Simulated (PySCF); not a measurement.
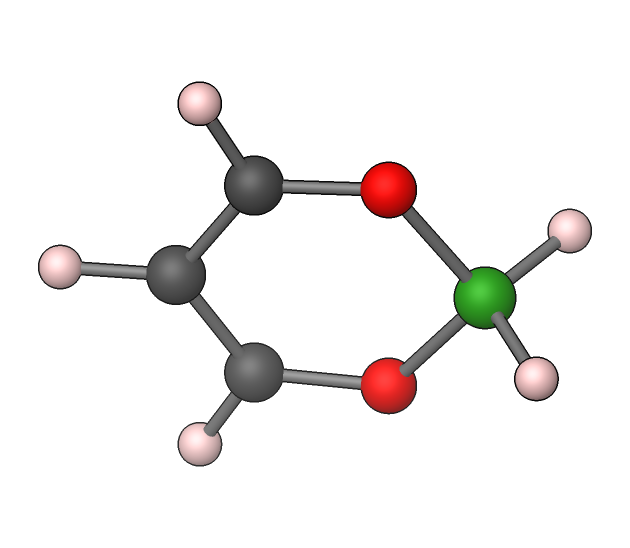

The picture shows a molecular structure as a ball-and-stick model. Colours: boron green, oxygen red, carbon dark grey, hydrogen pink.

Computed geometry: PBE0-D3(BJ)/def2-SVP optimisation. No frequency run is at hand to confirm it as a minimum.

> Give the formula.

C₃H₅BO₂, 11 atoms: 3 carbon, 5 hydrogen, 1 boron and 2 oxygen.

> Write the SMILES.

[BH2-]1OC=CC=[O+]1

The parts below concern this one geometry. Atoms keep their numbers from picture to picture.

### Geometry

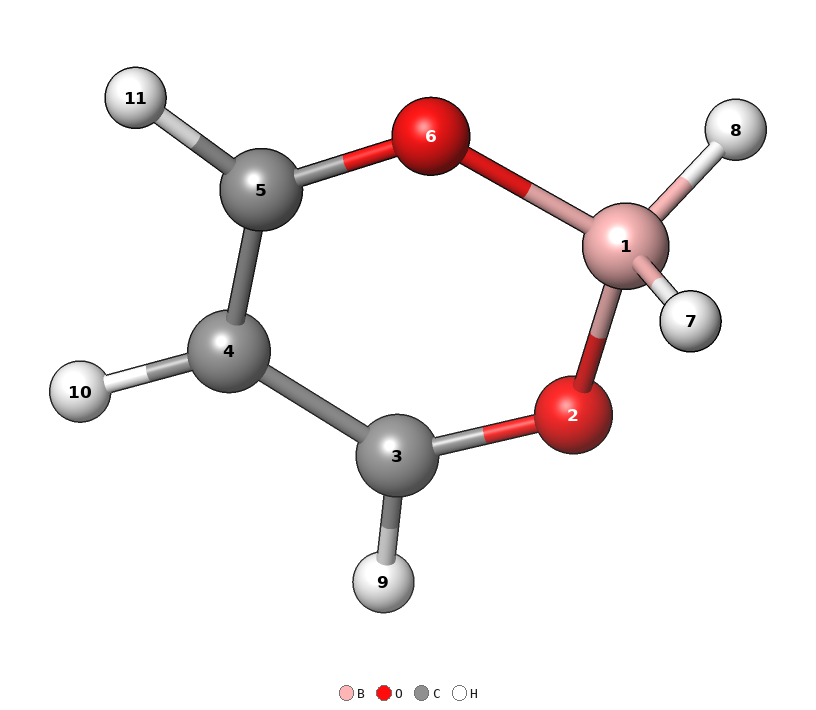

Atoms carry their numbers in the input. No frequency run is at hand to confirm it as a minimum.

> What is the geometry at C3?

C3 has 3 neighbours (O2 at 1.26, C4 at 1.39, H9 at 1.10 Å); the arrangement is trigonal planar.

> How are the neighbours of atom 4 arranged?

C4 has 3 neighbours (C3 at 1.39, C5 at 1.39, H10 at 1.09 Å); the arrangement is trigonal planar.

> What is the geometry at O2?

O2 has 2 neighbours (B1 at 1.54, C3 at 1.26 Å); the arrangement is bent.

> What is the geometry at B1?

B1 has 4 neighbours (O2 at 1.54, O6 at 1.54, H7 at 1.22, H8 at 1.22 Å); the arrangement is tetrahedral.

> What is the dihedral angle O6–B1–O2–C3?

4° in size, that is syn (eclipsed).

### Polarisability

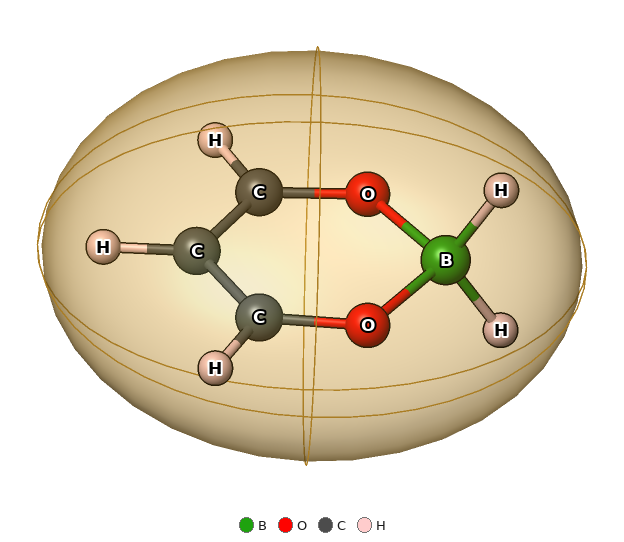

The ellipsoid shows the static dipole polarisability: its half-axes are proportional to the principal values. No frequency run is at hand to confirm it as a minimum. Computed with CAM-B3LYP/def2-SVPD (PySCF 2.14.0).

> How large and how anisotropic is the polarisability?

Principal values 41.6, 64.2, 67.3 bohr³; mean 57.7 bohr³ (8.55 Å³); anisotropy 24.4 bohr³, so the longest axis is 1.62 times the shortest.

### NMR shielding

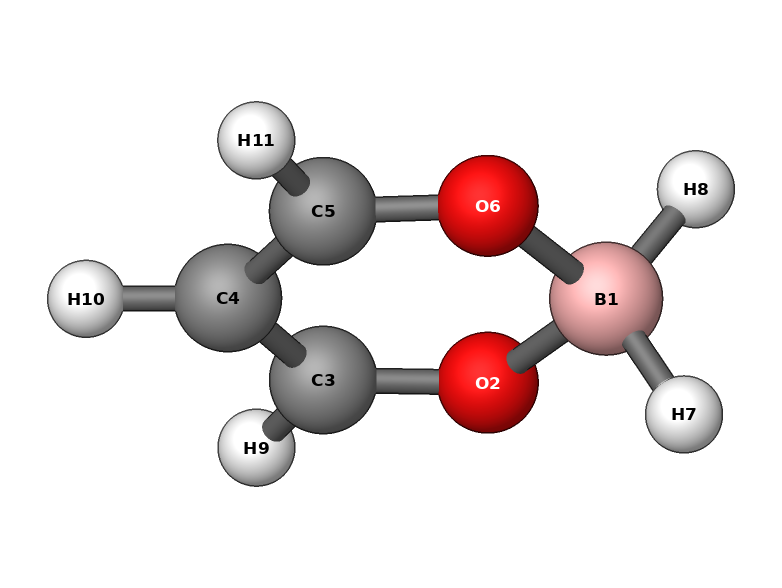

No frequency run is at hand to confirm it as a minimum. Method: GIAO ωB97X-D/pcSseg-2 NMR shielding, non-relativistic, gas phase (PySCF 2.14.0). Principal shieldings σ11 ≤ σ22 ≤ σ33, span Ω = σ33 − σ11, skew κ = 3(σiso − σ22)/Ω.

Give the shielding tensors of the B atoms.

```tsv
atom	σ11	σ22	σ33	σiso	Ω	κ
B1	82.8	100.7	100.7	94.7	17.9	−0.99
```

Shieldings and span in ppm.

### Excitation

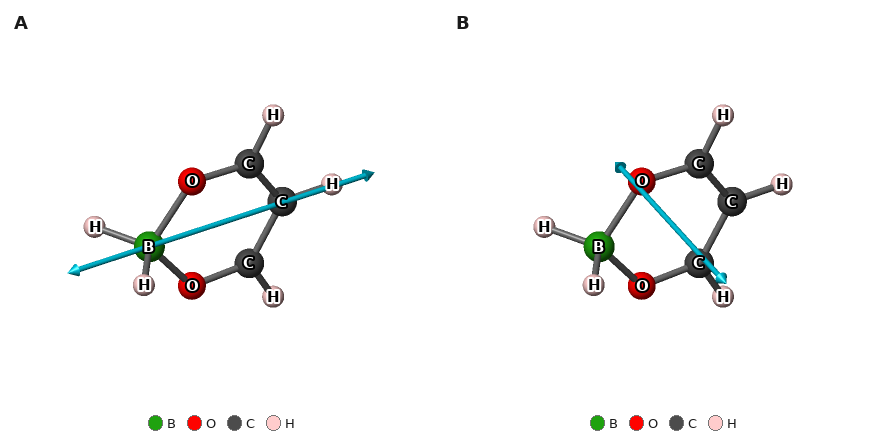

The double arrows show the directions of two transition dipoles from the ground state (lengths mean nothing). No frequency run is at hand to confirm it as a minimum. Method: TDDFT CAM-B3LYP/def2-SVPD, vertical, gas phase, core orbitals frozen in the response (PySCF 2.14.0).

> One belongs to singlet state 4 and one to singlet state 9. Which is which?

A: state 9, 7.75 eV (160 nm), oscillator strength 0.20, mainly HOMO → LUMO+4 (weight 0.94).
B: state 4, 6.42 eV (193 nm), oscillator strength 0.039, mainly HOMO → LUMO+1 (weight 0.95).

### Quadrupole coupling

No frequency run is at hand to confirm it as a minimum. Electric field gradients from the ground-state density, B3LYP/pcJ-1 (PySCF 2.14.0), non-relativistic apart from any core potentials.

Give the largest field-gradient component, the quadrupole coupling constant and the asymmetry for 11B at B1 (Q = 40.59 mb), 17O at O2 (Q = −25.6 mb).

```
atom  V_zz (a.u.)  e²qQ/h (MHz)     η
  B1       −0.297         −2.83  0.82
  O2        1.189         −7.15  0.85
```
